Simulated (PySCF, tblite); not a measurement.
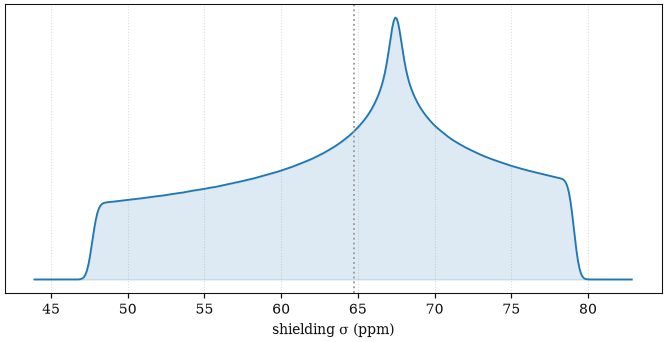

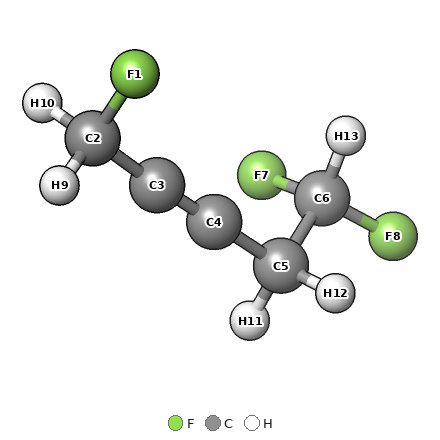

Static powder pattern (¹³C) from GIAO shielding tensors of C₅H₅F₃, SMILES FCC#CCC(F)F, PBE0/pcSseg-1 in PySCF 2.14.0, at a GFN2-xTB geometry (a minimum by its frequencies); absolute shielding, one fixed geometry of the isolated molecule without any motion, no dipolar terms. The dotted line is the isotropic value; skew is 3(σiso − σ22)/span.

**The pattern belongs to C6. Give the principal values, span and skew.**

C6: σ11, σ22, σ33 = 48, 67, 79 ppm, isotropic 65, span 31 ppm, skew −0.26.

Known limits of this run: the tight-binding geometry is rougher than a DFT one and adds to the error; one conformer of a flexible molecule.
